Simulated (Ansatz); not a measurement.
## MgSi (P4/mmm): Grüneisen parameters

Does MgSi (P4/mmm) expand much on heating, by its phonons?

Calculated with Ansatz 0.2.0; DFT PBEsol, scalar-relativistic, plane waves, norm-conserving pseudopotentials.

### Step 1. The structure

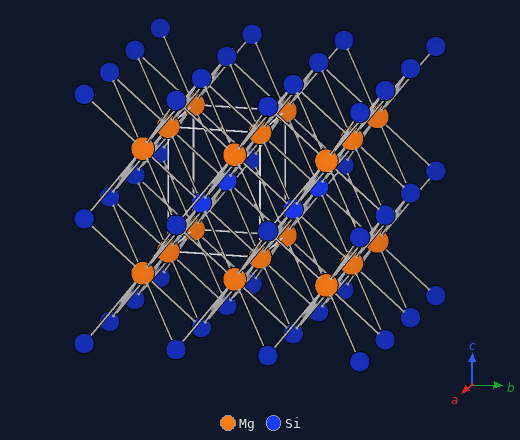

The starting structure, seen slightly off an axis (magnesium orange, silicon blue). 2×2×1 cells are drawn. Some periodic images of atoms are drawn too.

### Step 2. Response at finite wavevector

The cell comes from relaxations at this level that are not shown. Stability and thermal properties need the whole zone. Linear response on a 2×2×2 q mesh gives force constants as far as a supercell of that size would.

Contents of input.yaml:

```yaml
crystal:
  lattice:
    - [2.9379161965, 0.0, 0.0]
    - [0.0, 2.9379161965, 0.0]
    - [0.0, 0.0, 3.9576587989]
  atoms:
    - { symbol: Mg, position: [0.0, 0.0, 0.0] }
    - { symbol: Si, position: [0.5, 0.5, 0.5] }
kpoints:
  mp_grid: { grid: [16, 16, 12] }
hamiltonian:
  xc: pbesol
  pseudopotentials: { kind: nc }
scf:
  occupations: { method: methfessel_paxton, width: 0.15 }
output:
  eigenvalues: true
phonons:
  method: dfpt
  qmesh: [2, 2, 2]
  temperatures: { t_max: 1000, t_step: 50 }
  qpath:
    path:
      - [[0.0, 0.0, 0.0], [0.0, 0.5, 0.0], [0.5, 0.5, 0.0], [0.0, 0.0, 0.0], [0.0, 0.0, 0.5], [0.0, 0.5, 0.5], [0.5, 0.5, 0.5], [0.0, 0.0, 0.5]]
      - [[0.0, 0.5, 0.0], [0.0, 0.5, 0.5]]
      - [[0.5, 0.5, 0.0], [0.5, 0.5, 0.5]]
    npoints: 10
```

Launch:

```sh
$ ansatz run input.yaml --threads 4 --pin off --max-ram 7168MiB --backend cpu --events-out ev --progress --plain --runs-dir out
```

Numbers of over 12 decimals in the logs are rounded to 6 here.

What it wrote:

```text
Engine: ansatz 0.2.0, aarch64-unknown-linux-gnu
Pseudopotentials: kind: nc
Pseudopotential: Mg, nc, valence charge 10, recommended cutoff 1142.878222 eV (normal), Mg.nc.azcp (PseudoDojo's, or run here from an input of PseudoDojo's: the run reads no file of this project's for it)
Pseudopotential: Si, nc, valence charge 4, recommended cutoff 489.804952 eV (normal), Si.nc.azcp (PseudoDojo's, or run here from an input of PseudoDojo's: the run reads no file of this project's for it)
Functional definition: PBEsol
  exchange = pbesol_x
  correlation = pbesol_c
Crystal: 2 atoms, lattice volume = 34.160 Å³
Basis set: ecut = 1142.878222 eV, 3009 PW (Γ), exchange–correlation on 72×72×90 points (8 copies of the dense FFT grid, shifted against one another)
Bands: 11, of which v1, the nominal top of the filled ones, is band 7 counted from 1 (6 counted from 0)
Symmetry: 16 space group operations
k-points: 315 of 3072
Non-local potential: Mg, projectors of the file, l = 0: 2, l = 1: 2
Non-local potential: Si, projectors of the file, l = 0: 2, l = 1: 2, l = 2: 2
Initial density: superposition of atomic densities (chi_scale 0.1, normalization cell, long waves kept (reshape's long-wave potential 0.00 eV rms))
Initial wavefunctions: pseudopotential atomic-orbital guess
Functional: x = pbesol(κ = 0.804, μ = 0.123457), c = pbesol(β = 0.046)
SCF iter   1: F=—  HF=-1728.836238 eV  |F-HF|=—  |Δ(HF+E_count)|=         —  Δρ=2.24e-2  dr2=1.23e-1  ethr=3.10e-3  ⟨swp⟩=5.4  Hψ=22835  notcnv=0
preconditioner: auto → none  [metal: Δε(μ)=0.004 eV  Ē_g=9.114 eV  σ=0.150 eV  W_gap=0.02  n_scr=6 (ndim 8)  ℏωp=15.6 eV  f_vac=0.000  D(μ)=0.74/eV (n_scr^D=2)  sad-step TF]
SCF iter   2: F=—  HF=-1728.825287 eV  |F-HF|=—  |Δ(HF+E_count)|=   1.10e-2  S|Δr|=    0.00e0  Δρ=1.38e-2  dr2=5.44e-2  ethr=8.81e-4  ⟨swp⟩=1.0  Hψ=5985  notcnv=0
SCF iter   3: F=—  HF=-1728.814690 eV  |F-HF|=—  |Δ(HF+E_count)|=   1.06e-2  S|Δr|=    0.00e0  Δρ=1.44e-3  dr2=4.25e-4  ethr=3.89e-4  ⟨swp⟩=1.0  Hψ=3432  notcnv=0
SCF iter   4: F=—  HF=-1728.814701 eV  |F-HF|=—  |Δ(HF+E_count)|=   1.09e-5  S|Δr|=    0.00e0  Δρ=3.86e-4  dr2=3.71e-5  ethr=3.03e-6  ⟨swp⟩=2.7  Hψ=5445  notcnv=0
SCF iter   5: F=—  HF=-1728.814689 eV  |F-HF|=—  |Δ(HF+E_count)|=   1.27e-5  S|Δr|=    0.00e0  Δρ=1.05e-4  dr2=1.08e-6  ethr=2.65e-7  ⟨swp⟩=2.0  Hψ=4150  notcnv=0
SCF iter   6: F=—  HF=-1728.814688 eV  |F-HF|=—  |Δ(HF+E_count)|=   5.59e-7  S|Δr|=    0.00e0  Δρ=1.90e-5  dr2=2.98e-8  ethr=7.71e-9  ⟨swp⟩=2.1  Hψ=5314  notcnv=0  defer=1
SCF iter   7: F=—  HF=-1728.814688 eV  |F-HF|=—  |Δ(HF+E_count)|=   3.66e-9  S|Δr|=    0.00e0  Δρ=2.65e-6  dr2=7.58e-10  ethr=2.13e-10  ⟨swp⟩=1.1  Hψ=3518  notcnv=0  defer=1
SCF iter   8: F=-1728.814688 eV  HF=-1728.814688 eV  |F-HF|=2.27e-13  |Δ(HF+E_count)|=  1.16e-11  S|Δr|=    0.00e0  Δρ=2.09e-7  dr2=5.10e-12  ethr=1.00e-12  ⟨swp⟩=5.6  Hψ=18002  notcnv=0
SCF 1 converged in 8 iterations: F = -1728.814688 eV  dr2 = 5.10e-12
Initial density: read from a saved state, or passed on in memory by an earlier SCF of this step, an earlier step, the calling program or the single point that the run made first
iter 1 solved again at ethr=9.89e-8 eV; its pass at ethr=3.10e-3 eV (dr2=1.39e-5 eV) is discarded
SCF iter   1: F=—  HF=-1728.814691 eV  |F-HF|=—  |Δ(HF+E_count)|=         —  Δρ=4.59e-7  dr2=4.34e-11  ethr=9.89e-8  ⟨swp⟩=3.9  Hψ=34426  notcnv=0
eigensolver tolerance schedule: the retry pair's looser diagonalisation over-reported the residual by 318781.03 of it (diagonalisation noise at an unbounded share of the residual, at the tolerance the schedule requests for it); recorded, not acted on — ethr = c·dr2/N_el stays at c = 1.0e-1
preconditioner: auto → none  [metal: Δε(μ)=0.018 eV  Ē_g=9.093 eV  σ=0.150 eV  W_gap=0.10  n_scr=6 (ndim 8)  ℏωp=15.6 eV  f_vac=0.000  D(μ)=0.76/eV (n_scr^D=2)]
SCF iter   2: F=—  HF=-1728.814688 eV  |F-HF|=—  |Δ(HF+E_count)|=   2.58e-6  S|Δr|=    0.00e0  Δρ=3.13e-7  dr2=1.96e-11  ethr=1.00e-12  ⟨swp⟩=3.4  Hψ=8032  notcnv=0
SCF iter   3: F=-1728.814688 eV  HF=-1728.814688 eV  |F-HF|=3.18e-12  |Δ(HF+E_count)|=  4.32e-12  S|Δr|=    0.00e0  Δρ=1.73e-7  dr2=5.65e-12  ethr=1.00e-12  ⟨swp⟩=4.0  Hψ=12135  notcnv=0
SCF 2 converged in 3 iterations: F = -1728.814688 eV  dr2 = 5.65e-12
phonons: the bands overlap, so this run is a metal and interpolates without the dipole-dipole term. If the crystal is really an insulator or semiconductor, its LO-TO splitting is missing
NSCF: frozen V_eff on 315 k-points
NSCF: frozen V_eff on 567 k-points
DFPT response loops at q = (0, 0, 0) (fractional): preconditioner auto → Kerker (q_TF=auto, 2.351 Å⁻¹) (partly filled bands, converged f_vac=0.000); β = 1.00, the filter's whole step (`scf.mixing.beta` (0.50) is not read by the response loops under this deck's `scf.mixing.preconditioner`; to damp them name `kerker` or `kerker_dos`, under which they read `scf.mixing.beta`, and type it under 1.00, their step now; both keys bind the ground state too); Broyden in place of MSR1
NSCF: frozen V_eff on 1134 k-points
DFPT response loops at q = (0, 0, -0.5) (fractional): mixed as the last ones told, above
NSCF: frozen V_eff on 1134 k-points
DFPT response loops at q = (0, -0.5, 0) (fractional): mixed as the last ones told, above
NSCF: frozen V_eff on 1134 k-points
DFPT response loops at q = (0, -0.5, -0.5) (fractional): mixed as the last ones told, above
NSCF: frozen V_eff on 1134 k-points
DFPT response loops at q = (-0.5, -0.5, 0) (fractional): mixed as the last ones told, above
NSCF: frozen V_eff on 1134 k-points
DFPT response loops at q = (-0.5, -0.5, -0.5) (fractional): mixed as the last ones told, above
SCF converged after 8 iterations
Stability not checked: this state was not tested for a lower state beside it, because cold or Methfessel-Paxton smearing, or corrected tetrahedra, fill the levels in a way that the test cannot read (fill_not_monotonic; see scf.lower_state_search)
Free energy (F): -1728.814688 eV
Harris-Foulkes:  -1728.814688 eV  (|F-HF|=2.27e-13)
Internal energy: -1728.814719 eV  (E = F + TS)
E sigma→0 (E₀):  -1728.814696 eV
Entropy (-TS):   0.000031 eV (0.015 meV/atom)
Fermi energy:    8.385785 eV
--- Per-component energies (eV) ---
  E_band       = -317.855339
  E_kinetic    = 964.385308
  E_local      = -1709.441785  (includes V_loc(G=0)·N_el)
  E_nonlocal   = -476.605709
  E_hartree    = 612.693290
  E_xc         = -254.389569
  E_vxc        = -321.579772  (∫ρ·V_xc dr)
  E_ewald      = -865.456253
  E_smearing   = 0.000031  (= −TS)
  E_closure    = 0.000000  (closes the sum)
  Σ components = -1728.814688   (vs F -1728.814688, Δ=0.00e0)
--- Band table (eV; the first three rows and the last of 315) ---
  k-point 0: bands = [... 3 lower, -34.3200, -2.8711, 6.0184, 8.0511, 12.4128, 12.4128, 13.5854, 16.3852]
  k-point 1: bands = [... 3 lower, -34.3201, -2.8175, 5.3205, 8.8710, 12.4450, 12.4450, 13.6450, 16.4373]
  k-point 2: bands = [... 3 lower, -34.3204, -2.6604, 4.2056, 10.3539, 12.5371, 12.5371, 13.8217, 16.5899]
  k-point 314: bands = [... 3 lower, -34.3125, 4.9408, 6.0807, 6.0807, 7.6104, 9.5400, 9.5400, 9.6220]
--- Phonons (Γ-DFPT): 4 representative perturbations + reference (Σ response iterations 10) ---
  ASR residual: 8.976e-3 → 0.000e0 eV/Å²; symmetrization residual: 1.199e-5 eV/Å²
  ASR residual per site (eV/Å²): 8.98e-3 8.02e-5
  Γ frequencies (cm⁻¹): 0.00 0.00 0.00 205.21 205.21 298.30
--- Phonons (arbitrary-q DFPT): 6 irreducible q on the 2×2×2 mesh ---
  q = [0.0000, 0.0000, 0.0000] (star 1, of the zone-centre solve; hermiticity 5.61e-6, symmetrization 9.35e-16): -0.00 -0.00 0.00 205.21 205.21 298.30
  q = [0.0000, 0.0000, -0.5000] (star 1, 4 solved perturbations in 1764 linear systems a pass and spin channel, the states on 567 of 3072 k-point pairs; hermiticity 3.07e-14, symmetrization 2.25e-12, the responses' own estimated error 6.7e-5 eV/Å²): 112.63 112.63 141.16 141.16 223.53 233.79
  q = [0.0000, -0.5000, 0.0000] (star 2, 6 solved perturbations on 567 of 3072 k-point pairs; hermiticity 2.63e-14, symmetrization 1.84e-14, the responses' own estimated error 7.6e-5 eV/Å²): 121.92 123.14 185.84 203.36 203.51 314.53
  q = [0.0000, -0.5000, -0.5000] (star 2, 6 solved perturbations on 567 of 3072 k-point pairs; hermiticity 1.76e-6, symmetrization 2.07e-14, the responses' own estimated error 7.5e-5 eV/Å²): -133.35 127.34 148.63 208.51 265.74 333.59
  q = [-0.5000, -0.5000, 0.0000] (star 1, 4 solved perturbations in 1764 linear systems a pass and spin channel, the states on 567 of 3072 k-point pairs; hermiticity 1.18e-7, symmetrization 9.68e-13, the responses' own estimated error 7.0e-5 eV/Å²): -72.45 -72.45 195.94 222.39 305.48 305.48
  q = [-0.5000, -0.5000, -0.5000] (star 1, 4 solved perturbations in 1764 linear systems a pass and spin channel, the states on 567 of 3072 k-point pairs; hermiticity 3.16e-14, symmetrization 1.67e-12, the responses' own estimated error 7.3e-5 eV/Å²): -150.93 -150.93 192.84 263.26 292.87 292.87
  sum rule: each row above includes the acoustic sum rule's correction from the zone centre's row sums; it moved no ω² by more than (10.02 cm⁻¹)²
  mesh force constants: q→R imaginary residual 2.21e-17; ASR residual 8.976e-3 → 0.000e0 eV/Å²; symmetrization residual 1.776e-15 eV/Å²
  interpolated dispersion: 93 rows × 6 modes
  density of states and harmonic sums: on the 22×22×16 q-mesh, interpolated from the force constants of a 2×2×2 supercell (no non-analytic term)
  largest difference from the sums on the solved wave vectors: F 1.02e-1 eV, S 1.36e-4 and C_V 3.54e-5 eV/K
  zero-point energy: 0.064261 eV/cell   skipped modes (ω ≤ 0): 514, of them read as no rigid motion or as one in doubt: 511 (7.224e-1 modes/cell left out, lowest -150.93 cm⁻¹)   left out of the sums: 1.20e-1 of the cell's modes: C_V's classical limit lies that fraction below 3 k_B per atom; for a crystal, a wire or a layer, F and S can be off by more, and a phonons.interpolated_qmesh denser along its periods is the remedy for the sampling
```

Run time: 3.7 min. Hardware: 4 threads of Arm Neoverse V2, shared host; peak memory 2 GiB.

In the SCF lines HF is the Harris–Foulkes energy and dr2 the Hartree energy of the density residual, in eV; the loop may stop once dr2 is under the threshold and the program's other checks hold. Hψ counts applications of the Hamiltonian.

Numbers from this step:

| Property | Result |
| --- | --- |
| volume per atom | 17.08 Å³ |
| gap on the k-mesh | 0 eV |
| sum-rule residual before enforcement | 0.008976 eV/Å² |
| lowest frequency on the path | -150.9 cm⁻¹ |
| point group | 4/mmm |
| highest frequency on the path or at a solved wavevector | 333.6 cm⁻¹ |
| highest optical mode at the zone centre (no LO-TO term) | 298.3 cm⁻¹ |
| lowest optical zone-centre mode | 205.2 cm⁻¹ |
| lowest mode on the q mesh (acoustic modes at Γ apart) | -150.9 cm⁻¹ |

Frequencies (cm⁻¹) solved at each irreducible wavevector; negative means imaginary. Frequencies by wavevector, by row:

| q in reciprocal lattice units | star | mode 1 | mode 2 | mode 3 | mode 4 | mode 5 | mode 6 |
| --- | --- | --- | --- | --- | --- | --- | --- |
| 0 0 0 | 1 | 0 | 0 | 0 | 205.2 | 205.2 | 298.3 |
| 0 0 -0.5 | 1 | 112.6 | 112.6 | 141.2 | 141.2 | 223.5 | 233.8 |
| 0 -0.5 0 | 2 | 121.9 | 123.1 | 185.8 | 203.4 | 203.5 | 314.5 |
| 0 -0.5 -0.5 | 2 | -133.3 | 127.3 | 148.6 | 208.5 | 265.7 | 333.6 |
| -0.5 -0.5 0 | 1 | -72.5 | -72.5 | 195.9 | 222.4 | 305.5 | 305.5 |
| -0.5 -0.5 -0.5 | 1 | -150.9 | -150.9 | 192.8 | 263.3 | 292.9 | 292.9 |

Symmetry leaves 6 wavevectors to solve. The lowest mode among them, the acoustic zeros apart, lies at q = (-0.5, -0.5, -0.5) and is imaginary, 150.9i cm⁻¹, so the energy falls along it.

### Step 3. Relaxing at another volume, volume ratio 0.97

The volume is scaled by 0.97 and held, while shape and atoms relax as far as symmetry allows. The modes can then be followed against volume.

input.yaml, the sections that differ from step 2:

```yaml
crystal:
  lattice:
    - [2.9082382462, 0.0, 0.0]
    - [0.0, 2.9082382462, 0.0]
    - [0.0, 0.0, 3.917679714]
  atoms:
    - { symbol: Mg, position: [0.0, 0.0, 0.0] }
    - { symbol: Si, position: [0.5, 0.5, 0.5] }
output:
  forces: true
  stress: true
  eigenvalues: true
relax:
  adjacent_minimum: "off"
  f_tol: 0.001
  max_steps: 60
  cell: { stress_tol: 0.01, fix: [volume] }
# kpoints, hamiltonian, scf: as in step 2
# phonons: removed
```

What it wrote:

```text
[...]
Crystal: 2 atoms, lattice volume = 33.135 Å³
Basis set: ecut = 1142.878222 eV, 2889 PW (Γ), exchange–correlation on 72×72×90 points (8 copies of the dense FFT grid, shifted against one another)
Bands: 11, of which v1, the nominal top of the filled ones, is band 7 counted from 1 (6 counted from 0)
Symmetry: 16 space group operations
[...]
k-points: 315 of 3072
[...]
--- Relaxed structure (4 steps of the walk, 4 accepted, 1 SCFs on fresh bases) ---
  F+E_penalty+E_count = -1728.80833895 eV   max|allowed force component| = 1.972e-31 eV/Å   (the final SCF, on the basis selected at the relaxed cell)
  cell:  # Å, volume = 33.1351 Å³
    - [2.899913, 0, 0.0]
    - [0, 2.899913, 0.0]
    - [0.0, 0.0, 3.940205]
  atoms:
    - { symbol: Mg, position: [0, 0, 0.0] }
    - { symbol: Si, position: [0.5, 0.5, 0.5] }
[key lines of the parts left out:]
SCF converged after 5 iterations
Free energy (F): -1728.808339 eV
Fermi energy:    8.748582 eV
P = ⅓ Tr σ = 2.0449 GPa (20.449 kbar)
```

Run time: 27 s. Hardware: 4 threads; peak memory 0.69 GiB; 1.7 min of CPU time.

Relaxation path:

| step | energy less that of the first step (eV) | largest force component (eV/Å) | pressure (GPa) | volume (Å³) |
| --- | --- | --- | --- | --- |
| 1 | 0.0000 | 0.0000 | 2.17 | 33.14 |
| 2 | -0.0004 | 0.0000 | 2.07 | 33.14 |
| 3 | -0.0004 | 0.0000 | 2.04 | 33.14 |
| 4 | -0.0004 | 0.0000 | 2.04 | 33.14 |
| 5* | -0.0004 | 0.0000 | 2.04 | 33.14 |

Relaxation steps marked * repeat the geometry before them on a plane-wave basis chosen anew for their cell, so energy and pressure can jump there.

The run keeps the 16 symmetry operations that it works with, so distortions that break them were not tested.

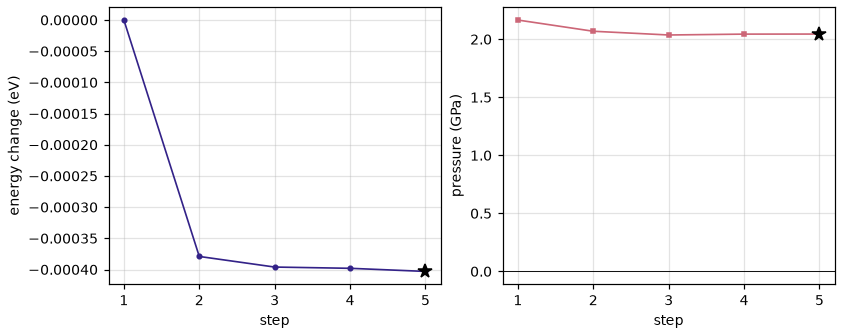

Energy and pressure along the relaxation. Stars mark steps on a basis chosen anew.

| conventional cell, symmetrised | before | after | change |
| --- | --- | --- | --- |
| a (Å) | 2.908 | 2.900 | -0.3 % |
| b (Å) | 2.908 | 2.900 | -0.3 % |
| c (Å) | 3.918 | 3.940 | +0.6 % |
| volume (Å³/atom) | 16.57 | 16.57 | -0.0 % |

Final coordinates:

```cif
data_structure
_symmetry_space_group_name_H-M 'P 1'
_symmetry_Int_Tables_number 1
_cell_length_a 2.8999
_cell_length_b 2.8999
_cell_length_c 3.9402
_cell_angle_alpha 90.000
_cell_angle_beta 90.000
_cell_angle_gamma 90.000
_cell_volume 33.14
loop_
_atom_site_label
_atom_site_type_symbol
_atom_site_fract_x
_atom_site_fract_y
_atom_site_fract_z
_atom_site_occupancy
Mg1 Mg 0.00000 0.00000 0.00000 1
Si2 Si 0.50000 0.50000 0.50000 1
```

This step gave:

| Quantity | Value |
| --- | --- |
| pressure | 2.045 GPa |
| volume per atom | 16.57 Å³ |

The cell shrank by 0.0 % in volume.

### Step 4. Phonons at the other volume, volume ratio 0.97

The phonons are repeated at this volume on the same k and q meshes.

input.yaml, the sections that differ from step 3:

```yaml
crystal:
  lattice:
    - [2.8999134891, 0.0, 0.0]
    - [0.0, 2.8999134891, 0.0]
    - [0.0, 0.0, 3.9402048989]
  atoms:
    - { symbol: Mg, position: [0.0, 0.0, 0.0] }
    - { symbol: Si, position: [0.5, 0.5, 0.5] }
output:
  eigenvalues: true
phonons:
  method: dfpt
  qmesh: [2, 2, 2]
  temperatures: { t_max: 1000, t_step: 50 }
  qpath:
    path:
      - [[0.0, 0.0, 0.0], [0.0, 0.5, 0.0], [0.5, 0.5, 0.0], [0.0, 0.0, 0.0], [0.0, 0.0, 0.5], [0.0, 0.5, 0.5], [0.5, 0.5, 0.5], [0.0, 0.0, 0.5]]
      - [[0.0, 0.5, 0.0], [0.0, 0.5, 0.5]]
      - [[0.5, 0.5, 0.0], [0.5, 0.5, 0.5]]
    npoints: 10
# kpoints, hamiltonian, scf: as in step 3
# relax: removed
```

What it wrote:

```text
[...]
Crystal: 2 atoms, lattice volume = 33.135 Å³
Basis set: ecut = 1142.878222 eV, 2917 PW (Γ), exchange–correlation on 64×64×90 points (8 copies of the dense FFT grid, shifted against one another)
Bands: 11, of which v1, the nominal top of the filled ones, is band 7 counted from 1 (6 counted from 0)
Symmetry: 16 space group operations
k-points: 315 of 3072
[...]
SCF iter   1: F=—  HF=-1728.830765 eV  |F-HF|=—  |Δ(HF+E_count)|=         —  Δρ=2.29e-2  dr2=1.24e-1  ethr=3.10e-3  ⟨swp⟩=5.3  Hψ=22808  notcnv=0
[...]
SCF iter   8: F=-1728.808339 eV  HF=-1728.808339 eV  |F-HF|=9.09e-13  |Δ(HF+E_count)|=  4.37e-11  S|Δr|=    0.00e0  Δρ=2.10e-7  dr2=4.56e-12  ethr=1.00e-12  ⟨swp⟩=5.5  Hψ=17682  notcnv=0
SCF 1 converged in 8 iterations: F = -1728.808339 eV  dr2 = 4.56e-12
[...]
SCF iter   3: F=-1728.808339 eV  HF=-1728.808339 eV  |F-HF|=2.27e-12  |Δ(HF+E_count)|=  4.77e-12  S|Δr|=    0.00e0  Δρ=1.62e-7  dr2=4.88e-12  ethr=1.00e-12  ⟨swp⟩=4.0  Hψ=12016  notcnv=0
SCF 2 converged in 3 iterations: F = -1728.808339 eV  dr2 = 4.88e-12
[...]
NSCF: frozen V_eff on 315 k-points
[...]
SCF converged after 8 iterations
[...]
Free energy (F): -1728.808339 eV
[...]
Internal energy: -1728.808682 eV  (E = F + TS)
E sigma→0 (E₀):  -1728.808425 eV
Entropy (-TS):   0.000343 eV (0.172 meV/atom)
Fermi energy:    8.748582 eV
[...]
--- Band table (eV; the first three rows and the last of 315) ---
  k-point 0: bands = [... 3 lower, -33.9439, -2.7325, 6.2205, 8.2921, 12.9649, 12.9649, 13.9844, 17.0935]
  k-point 1: bands = [... 3 lower, -33.9439, -2.6783, 5.5223, 9.1129, 12.9969, 12.9969, 14.0441, 17.1461]
  k-point 2: bands = [... 3 lower, -33.9438, -2.5195, 4.4015, 10.6039, 13.0884, 13.0884, 14.2212, 17.2998]
  k-point 314: bands = [... 3 lower, -33.9366, 5.4400, 6.3570, 6.3570, 7.9505, 9.8966, 9.8966, 9.9245]
[...]
ASR residual: 1.163e-2 → 0.000e0 eV/Å²; symmetrization residual: 1.218e-5 eV/Å²
  ASR residual per site (eV/Å²): 1.16e-2 7.82e-5
  Γ frequencies (cm⁻¹): 0.00 0.00 0.00 215.86 215.86 315.56
--- Phonons (arbitrary-q DFPT): 6 irreducible q on the 2×2×2 mesh ---
[...]
interpolated dispersion: 93 rows × 6 modes
[...]
```

It took 3.2 min on 4 threads; peak memory 1.9 GiB.

This step gave:

```yaml
sum_rule_residual_before_enforcement: 0.01163 eV/Å²
lowest_frequency_on_the_path: -146.7 cm⁻¹
highest_frequency_on_the_path_or_at_a_solved_wavevector: 351.1 cm⁻¹
highest_optical_mode_at_the_zone_centre_no_lo_to_term: 315.6 cm⁻¹
lowest_optical_zone_centre_mode: 215.9 cm⁻¹
lowest_mode_on_the_q_mesh_acoustic_modes_at_gamma_apart: -146.7 cm⁻¹
```

Frequencies (cm⁻¹) solved at each irreducible wavevector; negative means imaginary. Frequencies by wavevector, by row:

| q in reciprocal lattice units | star | mode 1 | mode 2 | mode 3 | mode 4 | mode 5 | mode 6 |
| --- | --- | --- | --- | --- | --- | --- | --- |
| 0 0 0 | 1 | 0 | 0 | 0 | 215.9 | 215.9 | 315.6 |
| 0 0 -0.5 | 1 | 127.2 | 127.2 | 149.2 | 149.2 | 240.2 | 245.8 |
| 0 -0.5 0 | 2 | 127.5 | 140.1 | 193.4 | 215.6 | 219.3 | 329.4 |
| 0 -0.5 -0.5 | 2 | -124.9 | 133 | 154.2 | 217.3 | 283.6 | 351.1 |
| -0.5 -0.5 0 | 1 | -50.5 | -50.5 | 207.4 | 229.4 | 321.9 | 321.9 |
| -0.5 -0.5 -0.5 | 1 | -146.7 | -146.7 | 204.2 | 275.1 | 307.1 | 307.1 |

The highest optical mode at the zone centre (no LO-TO term) is 315.6 cm⁻¹, +17.3 cm⁻¹ against the base run.

(Continued in part 2 of 2.)

[Logs are printed without paths, hosts, clocks, repeated set-up lines and the standing remarks that a program may print on its own settings, such as how far it seeks lower states.]

[Hosts, paths, dates, database ids (printed as entryN), source tags and the programs' standing remarks are cut or masked in the printed files.]
